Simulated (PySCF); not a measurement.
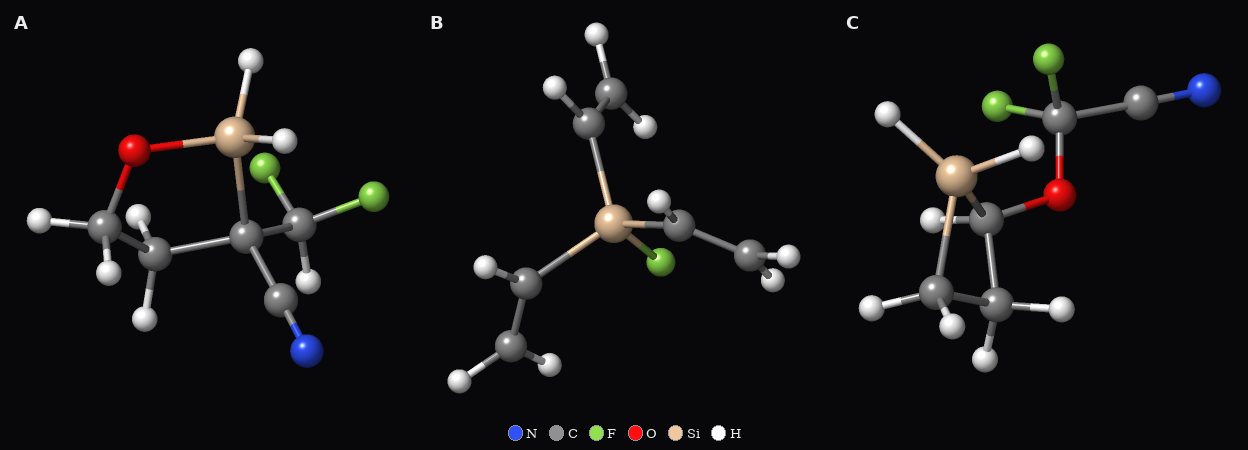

The picture comes from a calculation with PySCF.

```xyz
17
charge 0, multiplicity 1
N    -1.0875    0.4848   -2.6825
C    -0.8601    0.2346   -1.5742
C    -0.5378   -0.0768   -0.1929
C    -1.7613   -0.6408    0.5159
F    -1.4341   -0.9770    1.7812
F    -2.7185    0.3102    0.5741
C     0.7095   -0.9868   -0.1022
C     1.9440   -0.1021   -0.2621
O     1.7622    1.0677    0.5093
Si    0.1614    1.5317    0.6532
H    -2.1868   -1.5298    0.0184
H     0.7159   -1.4439    0.8990
H     0.6857   -1.7939   -0.8509
H     2.8493   -0.6221    0.0874
H     2.0975    0.1620   -1.3249
H    -0.1671    2.7473   -0.1343
H    -0.2374    1.6760    2.0758
```

Which picture belongs to the input above?

Answer. A. The file holds C5H7F2NOSi, `N#C[C@@]1(C(F)F)CCO[SiH2]1`.
